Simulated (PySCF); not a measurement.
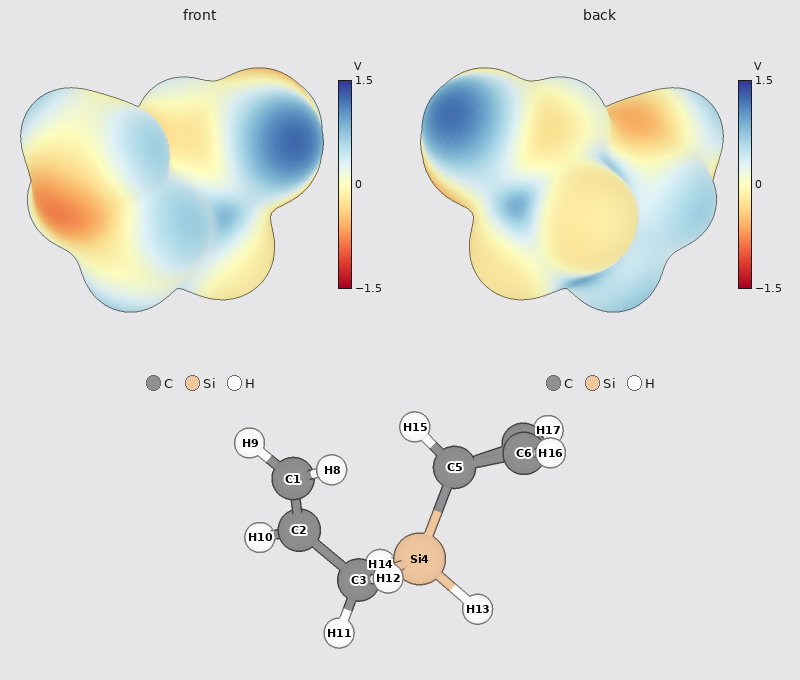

*C$_{6}$H$_{10}$Si (SMILES C=CC[SiH2]C1C=C1). The molecular electrostatic potential painted on the density surface at 0.002 e/bohr³, seen from the front and from behind; red is negative and blue positive. The bare structure is drawn below in the same view.*

Geometry: GFN2-xTB.

Theory: PySCF, B3LYP/def2-SVPD, SCF density, gas phase.

```csv
atom,x (Å),y (Å),z (Å)
C,2.3112,1.0001,0.7086
C,2.0240,-0.2579,0.4236
C,1.2424,-0.7036,-0.7586
Si,-0.5306,-1.2193,-0.2529
C,-1.3906,0.2626,0.5358
C,-2.2715,1.1970,-0.2681
C,-2.8962,0.4085,0.5436
H,2.0075,1.8094,0.0643
H,2.8630,1.2764,1.5911
H,2.3414,-1.0484,1.0920
H,1.7363,-1.5567,-1.2247
H,1.1948,0.0975,-1.4968
H,-1.2638,-1.6454,-1.4514
H,-0.4571,-2.3345,0.7011
H,-0.8606,0.7126,1.3783
H,-2.2652,1.9671,-0.9988
H,-3.7922,0.0467,0.9827
```

Describe the electrostatic potential map.

The most negative region (about −0.8 V) lies over the π face of C1 and C2, the most positive (about +1.2 V) over H16 and H17.
